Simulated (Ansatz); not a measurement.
## SnH5O: geometry relaxation

SnH5O, multiplicity 2, computed with UHF/def2-SVP (Ansatz 0.2.0).

The input holds or restrains some coordinates. Forces given for the steps count only the free coordinates. It belongs to a series of runs on one base structure; here: pulled along the bonds that form and break, towards end B. Figures and captions count atoms from 1; the log counts them from 0 in places.

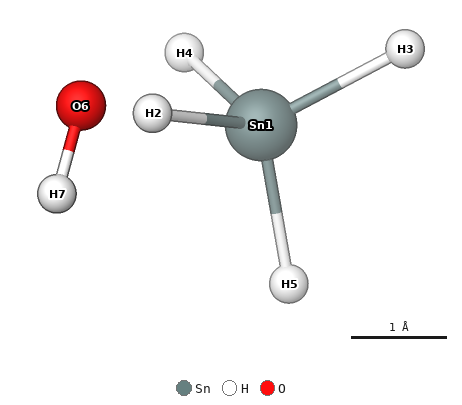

The input geometry (ball-and-stick view, seen at a tilt; atoms are numbered from 1 in the order of the input). Sticks mark near contacts. Bond lengths as drawn: H–O 1.01 Å and H–Sn 1.74 to 1.99 Å.

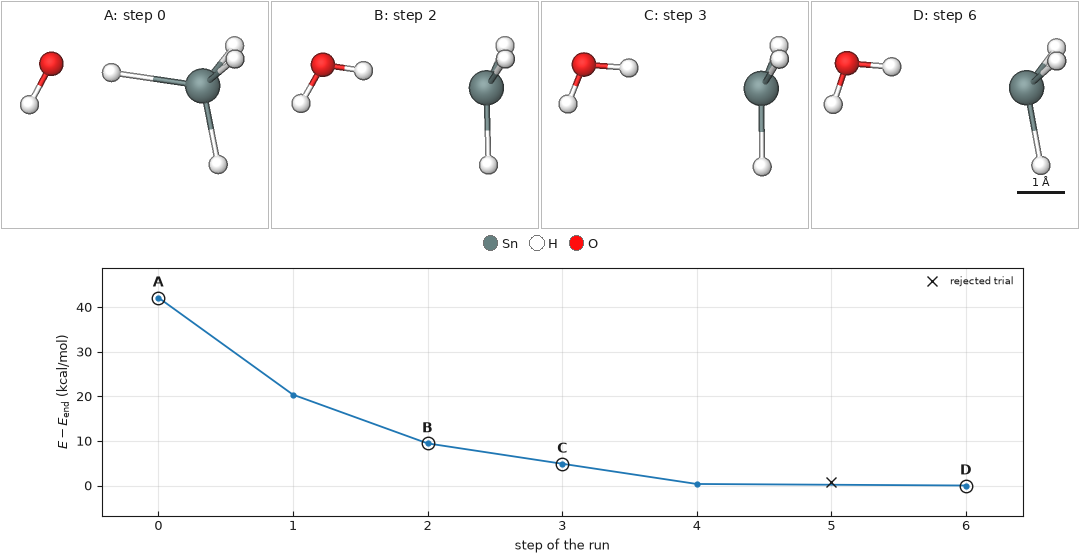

Frames of the restrained relaxation (ball-and-stick view, seen at a tilt) above the curves, on which the letters mark them (the first geometry is step 0 here and step 1 in the log).

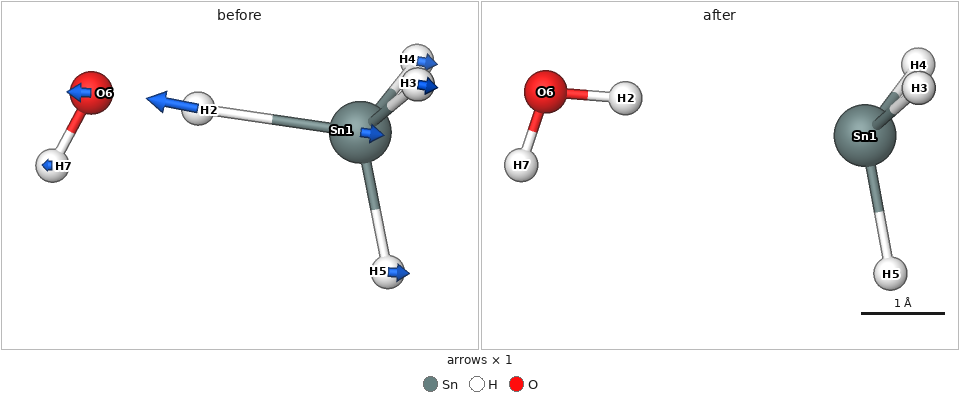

Before (left) and after (right) the restrained relaxation, at one scale (ball-and-stick view, seen at a tilt). The blue arrows give the displacements, at true length. The largest move after the best rigid fit is that of H2, 0.65 Å. By element the largest moves are H 0.65 Å, O 0.31 Å, Sn 0.30 Å. Among the contacts that change: Sn1–H2 1.990 → 2.946 Å, H2–O6 1.310 → 0.970 Å, O6–H7 1.010 → 0.947 Å, Sn1–H3 1.740 → 1.711 Å. New bonds form: H2–O6 (1.31 → 0.97 Å). Bonds break: Sn1–H2 (1.99 → 2.95 Å). The energy falls by 42.1 kcal/mol in 6 geometry steps. Largest force component: 2 eV/Å at the start, 1.4 eV/Å at the end. The line search rejected the trial step at point 5 (counted from 0) and went back. (Atoms are counted from 1 in the order of the input.)

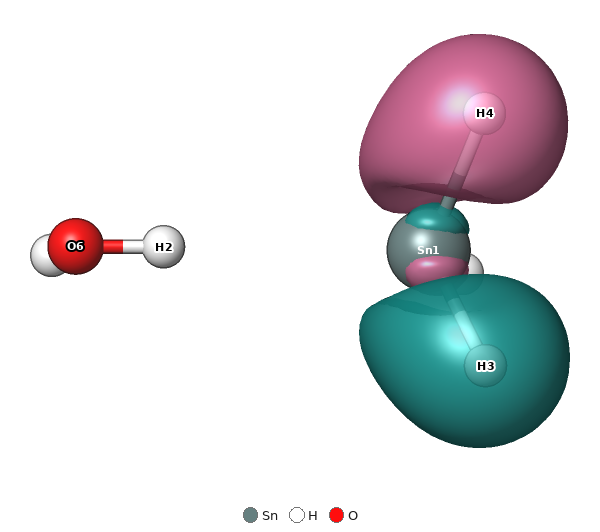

One frontier orbital at ±0.15 Å⁻³ᐟ² (teal and pink are the two phases), seen from the side. The HOMO−1 (α), at −12.57 eV. By Hirshfeld shares it lies mainly on Sn1 (45 %), H3 (25 %) and H4 (25 %).

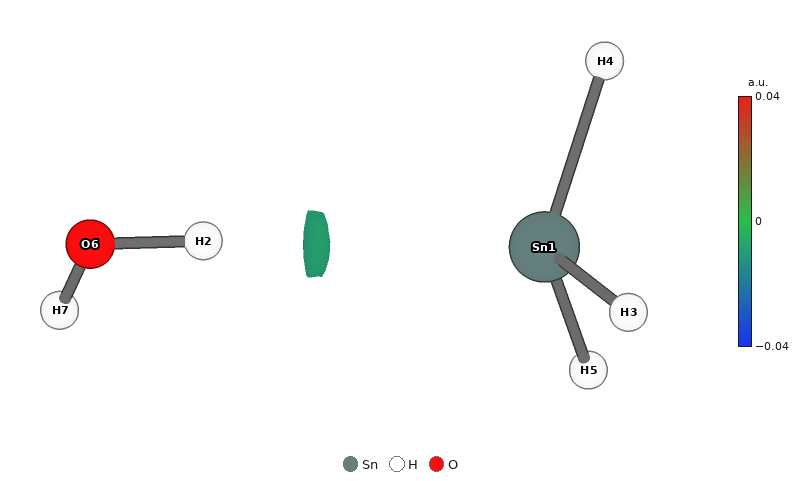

Non-covalent interaction (NCI) plot: the surface where the reduced density gradient is 0.4, for densities under 0.05 a.u., coloured by sign(λ₂)ρ; seen at an oblique angle.

The input and output of the run follow.

### Input
```yaml
crystal:
  periodic: [false, false, false]
  atoms:
    - { symbol: Sn, position_ang: [0.0, 0.0, 0.0] }
    - { symbol: H, position_ang: [0.0, 0.0, 1.99] }
    - { symbol: H, position_ang: [1.6408, 0.0, -0.5794] }
    - { symbol: H, position_ang: [-0.8195, 1.4198, -0.5794] }
    - { symbol: H, position_ang: [-0.8195, -1.4198, -0.5794] }
    - { symbol: O, position_ang: [0.0, 0.0, 3.3] }
    - { symbol: H, position_ang: [-0.5144, -0.8011, 3.6371] }
magnetization:
  spin_polarized: true
  initial_magnetization: 1
basis:
  gaussian: { orbitals: def2-SVP }
hamiltonian:
  xc: hf
relax:
  f_tol: 0.15
  max_steps: 25
  restrain:
    - { distance: [1, 5], at: 1.01, k: 30.0 }
    - { distance: [0, 1], at: 2.94, k: 30.0 }
output:
  orbitals: {}
```

Launch command:
```bash
ansatz run input.yaml --threads 2 --pin off --max-ram 3072MiB --backend cpu --events-out ev --progress --plain --runs-dir out
```

### The program's output
```
The last accepted step is kept in [file] (removed where the run ends without a failure and the disk answers)
Engine: ansatz 0.2.0, aarch64-unknown-linux-gnu
Functional definition: HF
  exchange = exact_x
  correlation = 0
790 factors; integrals over basis functions are off by at most 4.2e-4 eV
mean field evaluation 1: about -7913.3441 eV, gradient 2.4e1 eV
mean field evaluation 2: about -7913.3466 eV, gradient 2.4e1 eV
mean field evaluation 4: about -7916.3675 eV, gradient 2.7e0 eV
mean field evaluation 8: about -7916.6017 eV, gradient 2.5e-1 eV
mean field evaluation 16: about -7914.3387 eV, gradient 1.4e1 eV
mean field -7916.60447790 eV, -290.9298484955 hartree, gradient 2.5e-5 eV, S^2 0.817743; 0 other end points of the search recorded, 0 dependent functions left out
the calculation of the forces begins
reference -7916.60447790 eV, -290.9298484955 hartree; 18, 17 occupied and 47, 48 virtual orbitals, 790 factors
relax step   1: F+E_penalty+E_count = -7916.60447790 eV  Δ(F+E_penalty+E_count) = +0.000e0 eV  max|allowed force component| = 2.050e0 eV/Å  E_restraint = 14.88750000 eV  max|allowed force component, restraints' pulls added| = 3.920e1 eV/Å  Δτ_max = 0.0000 Å  (57 SCF iters, accepted)
  distance H 1 - O 5 = 1.3100 Å
  distance Sn 0 - H 1 = 1.9900 Å
these checks for a lower state are left out or cut short: starts, cluster_reference, orbital_swaps, neighbouring_geometries, increment
790 factors; integrals over basis functions are off by at most 9.5e-4 eV
mean field evaluation 32: about -7917.5483 eV, gradient 1.6e-5 eV
mean field -7917.54828036 eV, -290.9645325962 hartree, gradient 2.5e-5 eV, S^2 0.760484; 0 other end points of the search recorded, 0 dependent functions left out
the calculation of the forces begins
reference -7917.54828036 eV, -290.9645325962 hartree; 18, 17 occupied and 47, 48 virtual orbitals, 790 factors
relax step   2: F+E_penalty+E_count = -7917.54828036 eV  Δ(F+E_penalty+E_count) = -9.438e-1 eV  max|allowed force component| = 5.607e0 eV/Å  E_restraint = 5.09609339 eV  max|allowed force component, restraints' pulls added| = 2.601e1 eV/Å  Δτ_max = 0.1949 Å  (39 SCF iters, accepted)
  distance H 1 - O 5 = 1.1170 Å
  distance Sn 0 - H 1 = 2.3670 Å
these checks for a lower state are left out or cut short: starts, cluster_reference, orbital_swaps, neighbouring_geometries, increment
790 factors; integrals over basis functions are off by at most 1.3e-3 eV
mean field -7918.02227390 eV, -290.9819515374 hartree, gradient 3.9e-5 eV, S^2 0.757507; 0 other end points of the search recorded, 0 dependent functions left out
the calculation of the forces begins
reference -7918.02227390 eV, -290.9819515374 hartree; 18, 17 occupied and 47, 48 virtual orbitals, 790 factors
relax step   3: F+E_penalty+E_count = -7918.02227390 eV  Δ(F+E_penalty+E_count) = -4.740e-1 eV  max|allowed force component| = 5.540e0 eV/Å  E_restraint = 1.25168395 eV  max|allowed force component, restraints' pulls added| = 9.277e0 eV/Å  Δτ_max = 0.1949 Å  (32 SCF iters, accepted)
  distance H 1 - O 5 = 0.8854 Å
  distance Sn 0 - H 1 = 2.6794 Å
these checks for a lower state are left out or cut short: starts, cluster_reference, orbital_swaps, neighbouring_geometries, increment
790 factors; integrals over basis functions are off by at most 1.2e-3 eV
mean field -7918.22020958 eV, -290.9892255398 hartree, gradient 4.0e-5 eV, S^2 0.757912; 0 other end points of the search recorded, 0 dependent functions left out
the calculation of the forces begins
reference -7918.22020958 eV, -290.9892255398 hartree; 18, 17 occupied and 47, 48 virtual orbitals, 790 factors
relax step   4: F+E_penalty+E_count = -7918.22020958 eV  Δ(F+E_penalty+E_count) = -1.979e-1 eV  max|allowed force component| = 1.702e0 eV/Å  E_restraint = 0.05442428 eV  max|allowed force component, restraints' pulls added| = 2.073e0 eV/Å  Δτ_max = 0.1942 Å  (34 SCF iters, accepted)
  distance H 1 - O 5 = 0.9740 Å
  distance Sn 0 - H 1 = 2.8917 Å
these checks for a lower state are left out or cut short: starts, cluster_reference, orbital_swaps, neighbouring_geometries, increment
790 factors; integrals over basis functions are off by at most 1.2e-3 eV
mean field -7918.41699169 eV, -290.9964571487 hartree, gradient 2.5e-5 eV, S^2 0.753282; 0 other end points of the search recorded, 0 dependent functions left out
the calculation of the forces begins
reference -7918.41699169 eV, -290.9964571487 hartree; 18, 17 occupied and 47, 48 virtual orbitals, 790 factors
relax step   5: F+E_penalty+E_count = -7918.41699169 eV  Δ(F+E_penalty+E_count) = -1.968e-1 eV  max|allowed force component| = 1.781e0 eV/Å  E_restraint = 0.01805917 eV  max|allowed force component, restraints' pulls added| = 5.637e-1 eV/Å  Δτ_max = 0.1947 Å  (32 SCF iters, accepted)
  distance H 1 - O 5 = 0.9761 Å
  distance Sn 0 - H 1 = 2.9472 Å
these checks for a lower state are left out or cut short: starts, cluster_reference, orbital_swaps, neighbouring_geometries, increment
790 factors; integrals over basis functions are off by at most 1.3e-3 eV
mean field -7918.39850127 eV, -290.9957776384 hartree, gradient 2.5e-5 eV, S^2 0.753249; 0 other end points of the search recorded, 0 dependent functions left out
the calculation of the forces begins
reference -7918.39850127 eV, -290.9957776384 hartree; 18, 17 occupied and 47, 48 virtual orbitals, 790 factors
relax step   6: F+E_penalty+E_count = -7918.39850127 eV  Δ(F+E_penalty+E_count) = +1.849e-2 eV  max|allowed force component| = 2.039e0 eV/Å  E_restraint = 0.01289083 eV  max|allowed force component, restraints' pulls added| = 1.232e0 eV/Å  Δτ_max = 0.1904 Å  (32 SCF iters, rejected (line search))
  distance H 1 - O 5 = 0.9808 Å
  distance Sn 0 - H 1 = 2.9377 Å
these checks for a lower state are left out or cut short: starts, cluster_reference, orbital_swaps, neighbouring_geometries, increment
790 factors; integrals over basis functions are off by at most 1.3e-3 eV
mean field -7918.43187888 eV, -290.9970042431 hartree, gradient 7.4e-5 eV, S^2 0.753282; 0 other end points of the search recorded, 0 dependent functions left out
the calculation of the forces begins
reference -7918.43187888 eV, -290.9970042431 hartree; 18, 17 occupied and 47, 48 virtual orbitals, 790 factors
relax step   7: F+E_penalty+E_count = -7918.43187888 eV  Δ(F+E_penalty+E_count) = -1.489e-2 eV  max|allowed force component| = 1.450e0 eV/Å  E_restraint = 0.02495388 eV  max|allowed force component, restraints' pulls added| = 1.339e-1 eV/Å  Δτ_max = 0.0944 Å  (25 SCF iters, accepted)
  distance H 1 - O 5 = 0.9696 Å
  distance Sn 0 - H 1 = 2.9458 Å
790 factors; integrals over basis functions are off by at most 1.3e-3 eV
mean field evaluation 64: about -7918.4319 eV, gradient 7.4e-5 eV
mean field -7918.43187888 eV, -290.9970042431 hartree, gradient 7.4e-5 eV, S^2 0.753282; 1 other end points of the search recorded, 0 dependent functions left out
the calculation of the forces begins
reference -7918.43187888 eV, -290.9970042431 hartree; 18, 17 occupied and 47, 48 virtual orbitals, 790 factors
Total energy: -7918.43187888 eV, -290.9970042431 hartree
Atom 0 at     0.002680     0.004193    -0.303362 Å, force     0.002269     0.003650    -0.167564 eV/Å
Atom 1 at     0.015670     0.025831     2.642336 Å, force     0.000500    -0.001316     1.449723 eV/Å
Atom 2 at     1.627663     0.002213    -0.837534 Å, force     0.001206     0.000194    -0.009172 eV/Å
Atom 3 at    -0.810449     1.410231    -0.840083 Å, force    -0.000454     0.001070    -0.009266 eV/Å
Atom 4 at    -0.807891    -1.400238    -0.854611 Å, force    -0.001314    -0.002099    -0.003244 eV/Å
Atom 5 at    -0.018407    -0.029039     3.609810 Å, force    -0.043321    -0.065373    -1.341560 eV/Å
Atom 6 at    -0.521866    -0.814290     3.772344 Å, force     0.041114     0.063875     0.081084 eV/Å
Dipole moment:    -0.167514    -0.260516    -0.294192 e Å
```

### Trajectory as extended XYZ (Å, eV, eV/Å), 7 frames, from step=1 to step=7
```
7
Properties=species:S:1:pos:R:3:forces:R:3 step=1 energy=-7916.60448
Sn    0.0000    0.0000    0.0000    0.0275   0.0190  -0.3144
H     0.0000    0.0000    1.9900   -0.2093  -0.3259   1.7018
H     1.6408    0.0000   -0.5794   -0.4000  -0.0122   0.1868
H    -0.8195    1.4198   -0.5794    0.1803  -0.3369   0.1795
H    -0.8195   -1.4198   -0.5794    0.1757   0.3047   0.1578
O     0.0000    0.0000    3.3000   -1.0903  -1.6984  -0.4183
H    -0.5144   -0.8011    3.6371    1.3162   2.0496  -1.4933
7
Properties=species:S:1:pos:R:3:forces:R:3 step=2 energy=-7917.54828
Sn    0.0003    0.0002   -0.1822    0.0416   0.0450   0.2843
H    -0.0024   -0.0037    2.1849   -0.2623  -0.4087   5.6074
H     1.6408   -0.0001   -0.5803    0.1802  -0.0129  -0.2684
H    -0.8197    1.4199   -0.5804   -0.1090   0.1634  -0.2729
H    -0.8197   -1.4202   -0.5806   -0.1092  -0.1893  -0.2781
O    -0.0043   -0.0067    3.3019   -0.7437  -1.1585  -3.8790
H    -0.5076   -0.7905    3.6255    1.0025   1.5611  -1.1933
7
Properties=species:S:1:pos:R:3:forces:R:3 step=3 energy=-7918.02227
Sn    0.0014    0.0016   -0.2999    0.0091   0.0024   0.7744
H    -0.0086   -0.0133    2.3794   -0.2370  -0.3688  -4.1906
H     1.6478   -0.0003   -0.5883    0.3684  -0.0108  -0.4095
H    -0.8235    1.4260   -0.5884   -0.1976   0.3211  -0.4118
H    -0.8233   -1.4264   -0.5884   -0.1803  -0.3127  -0.4115
O    -0.0091   -0.0142    3.2649   -0.3979  -0.6204   5.5404
H    -0.4973   -0.7745    3.6095    0.6353   0.9893  -0.8914
7
Properties=species:S:1:pos:R:3:forces:R:3 step=4 energy=-7918.22021
Sn    0.0034    0.0046   -0.4057   -0.0184  -0.0267   0.8548
H     0.0147    0.0232    2.4860   -0.1671  -0.2607   1.7019
H     1.6771   -0.0018   -0.6737   -0.0297   0.0000  -0.3637
H    -0.8394    1.4508   -0.6738    0.0163  -0.0272  -0.3635
H    -0.8360   -1.4485   -0.6726    0.0314   0.0534  -0.3530
O    -0.0227   -0.0354    3.4575    0.8116   1.2641  -1.5381
H    -0.5098   -0.7939    3.6713   -0.6440  -1.0029   0.0617
7
Properties=species:S:1:pos:R:3:forces:R:3 step=5 energy=-7918.41699
Sn   -0.0004   -0.0011   -0.2894    0.0140   0.0226  -0.2722
H     0.0665    0.1044    2.6552   -0.2451  -0.3838   1.7809
H     1.6318   -0.0045   -0.8319   -0.1299  -0.0024   0.0243
H    -0.8193    1.4107   -0.8323    0.0625  -0.1134   0.0244
H    -0.8169   -1.4154   -0.8310    0.0562   0.0977   0.0318
O    -0.0311   -0.0488    3.6142    0.0214   0.0352  -1.4161
H    -0.5433   -0.8462    3.7041    0.2209   0.3440  -0.1731
7
Properties=species:S:1:pos:R:3:forces:R:3 step=6 energy=-7918.39850 accepted=F
Sn    0.0129    0.0199   -0.3140    0.0047   0.0065  -0.2053
H    -0.0265   -0.0412    2.6228   -0.0408  -0.0640   2.0392
H     1.6266    0.0124   -0.8736    0.0573   0.0020   0.0071
H    -0.8004    1.4135   -0.8738   -0.0273   0.0516   0.0064
H    -0.7970   -1.3827   -0.8625   -0.0329  -0.0571   0.0051
O    -0.0144   -0.0225    3.6033   -0.5876  -0.9150  -1.3730
H    -0.5139   -0.8006    3.8866    0.6266   0.9761  -0.4796
7
Properties=species:S:1:pos:R:3:forces:R:3 step=7 energy=-7918.43188
Sn    0.0027    0.0042   -0.3034    0.0023   0.0037  -0.1676
H     0.0157    0.0258    2.6423    0.0005  -0.0013   1.4497
H     1.6277    0.0022   -0.8375    0.0012   0.0002  -0.0092
H    -0.8104    1.4102   -0.8401   -0.0005   0.0011  -0.0093
H    -0.8079   -1.4002   -0.8546   -0.0013  -0.0021  -0.0032
O    -0.0184   -0.0290    3.6098   -0.0433  -0.0654  -1.3416
H    -0.5219   -0.8143    3.7723    0.0411   0.0639   0.0811
```

### Summary

```tsv
quantity	value
outcome	converged under the restraints of the input
total energy	−7918.4319 eV
mean-field energy	−7918.4319 eV
⟨S²⟩	0.753
largest force (length of the vector) at the end, held atoms and coordinates included	1.450 eV/Å
hardware	2 threads of Arm Neoverse V1, 24 GiB of memory available, shared host
wall time	6.3 s (CPU time 11 s)
peak memory	0.13 GiB
```
